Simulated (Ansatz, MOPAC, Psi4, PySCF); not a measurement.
Interaction energy of AlBr3 ··· HF (SMILES [Br][Al]([Br])[Br] and F). Monomers: optimised at B3LYP-D3(BJ) (def2-TZVP), held rigid. Orientation: lowest of the rigid-body minima from ten starts at GFN2-xTB (searched outside a hard wall at short contacts). Only R, the distance of the centres of mass, is varied, so the lowest point isn't the relaxed dimer. The shortest distances reach bonding range, where SAPT0 and rigid monomers are unreliable.

Geometry at R = 2.46 Å (first 4 atoms: monomer A):
```
6

Al    -0.0002     0.0002     0.0000
Br    -1.8013    -1.3269    -0.0653
Br    -0.0269     1.9774    -1.0490
Br     1.8284    -0.6508     1.1143
F      0.8465    -1.0505    -2.0013
H      1.1721    -1.4544    -2.7664
```

Computed with: HF/aug-cc-pVTZ, counterpoise-corrected (Psi4); PM7, restricted, heats of formation (MOPAC); PBE-D3(BJ)/def2-TZVP, counterpoise-corrected (Psi4); RHF/aug-cc-pVDZ, counterpoise-corrected (Ansatz, a program for electronic structure); RHF/3-21G = restricted Hartree-Fock/3-21G, no counterpoise correction (PySCF 2.14.0).

Interaction energies in kcal/mol (negative: bound); R is the distance of the centres of mass, d the Al1···F5 distance.

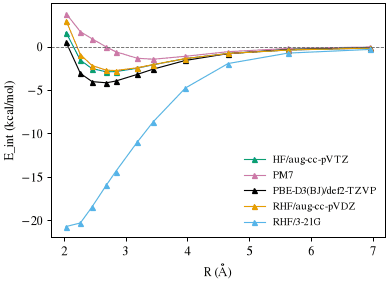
Figure: Interaction energy against separation.

```tsv
R / Å	d / Å	HF/aug-cc-pVTZ	PM7	PBE-D3(BJ)/def2-TZVP	RHF/aug-cc-pVDZ	RHF/3-21G
2.04	1.99	1.60	3.78	0.48	2.95	-20.71
2.27	2.22	-1.58	1.70	-3.10	-0.93	-20.30
2.46	2.41	-2.55	0.89	-4.04	-2.19	-18.43
2.69	2.64	-2.90	-0.05	-4.17	-2.72	-15.95
2.84	2.79	-2.89	-0.60	-3.97	-2.76	-14.40
3.19	3.14	-2.49	-1.35	-3.21	-2.44	-11.00
3.45	3.40	-2.10	-1.46	-2.60	-2.07	-8.64
3.97	3.92	-1.39	-1.12	-1.60	-1.39	-4.77
4.66	4.61	-0.80	-0.59	-0.81	-0.80	-1.96
5.63	5.58	-0.40	-0.22	-0.34	-0.40	-0.76
6.96	6.91	-0.18	-0.06	-0.14	-0.18	-0.33
```

Lowest grid point: HF/aug-cc-pVTZ -2.90 kcal/mol at R = 2.69 Å; PM7 -1.46 kcal/mol at R = 3.45 Å; PBE-D3(BJ)/def2-TZVP -4.17 kcal/mol at R = 2.69 Å; RHF/aug-cc-pVDZ -2.76 kcal/mol at R = 2.84 Å; RHF/3-21G -20.71 kcal/mol at R = 2.04 Å.
